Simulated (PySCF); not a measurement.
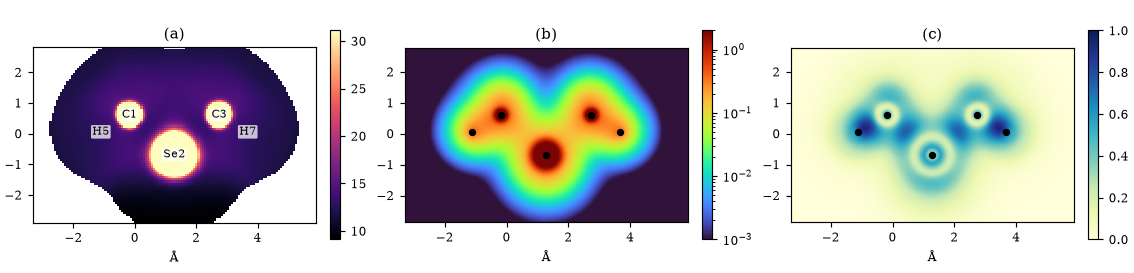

Figure. C2H6Se, SMILES `C[Se]C`. Three fields in the plane of C1, Se2, C3, H5 and H7.

Computed with PySCF, B3LYP/def2-SVPD, geometry: GFN2-xTB. No frequency check shows the geometry to be a minimum. GFN2-xTB bond lengths at metals and heavier atoms can be off by up to 0.1 Å and shapes distorted, which carries into these values.

The calculation's input:

```python
import numpy as np
from pyscf import gto, scf, dft
from pyscf.scf import atom_ks, atom_hf
from scipy.linalg import block_diag

def solve(mol, dm0=None, hcore=None):
    mf = (dft.UKS if mol.spin else dft.RKS)(mol, xc='b3lyp')
    mf.grids.level = 3
    mf = mf.density_fit(auxbasis='def2-universal-jkfit')
    mf.conv_tol, mf.max_cycle = 1e-8, 80
    if hcore is not None:
        mf.get_hcore = lambda *args: hcore
    mf.kernel(dm0)
    if not mf.converged:
        mf = mf.newton().run(mf.mo_coeff, mf.mo_occ, max_cycle=30)
    assert mf.converged, 'SCF not converged'
    return mf

mol = gto.M(atom='''
C      1.46098     0.82107     0.00043
Se    -0.00001    -0.47441     0.00000
C     -1.46097     0.82109    -0.00043
H      1.39334     1.43658     0.89440
H      2.39412     0.26528    -0.00186
H      1.39392     1.43653    -0.89358
H     -2.39411     0.26531     0.00186
H     -1.39381     1.43664     0.89357
H     -1.39332     1.43659    -0.89441
''', basis='def2-svpd', charge=0, spin=0, verbose=4)
mf = solve(mol)
mf.analyze()
# spherically averaged free atoms, for the promolecule
atm = atom_ks.get_atm_nrks(mol, xc='b3lyp')
pro = block_diag(*[(atm[a[0]][2] * atm[a[0]][3]) @ atm[a[0]][2].T for a in mol._atom])
np.savez('result.npz', e=mf.e_tot, c=mf.mo_coeff, occ=mf.mo_occ, eps=mf.mo_energy, pro=pro, dip=mf.dip_moment(verbose=0), s2=mf.spin_square()[0])
```

Launched as:

```sh
OMP_NUM_THREADS=1 python input.py
```

The run took 9.7 s on 1 thread of Intel(R) Xeon(R) Platinum 8488C (Sapphire Rapids), with other jobs on the host, peak memory 0.51 GiB.

Partitions, critical points and surface values were worked out afterwards from this run's density.

Q: The panels show, in some order, the localised orbital locator (LOL), average local ionisation energy and electron density. Which is which?

A: (a) is the average local ionisation energy: it is high near the heavier nuclei and lowest where loosely bound electrons reach out. (b) is the electron density: it is positive everywhere and peaks at the nuclei. (c) is the localised orbital locator (LOL): it runs from 0 to 1, peaks where electrons are localised, as in bonds, and fades smoothly outside.
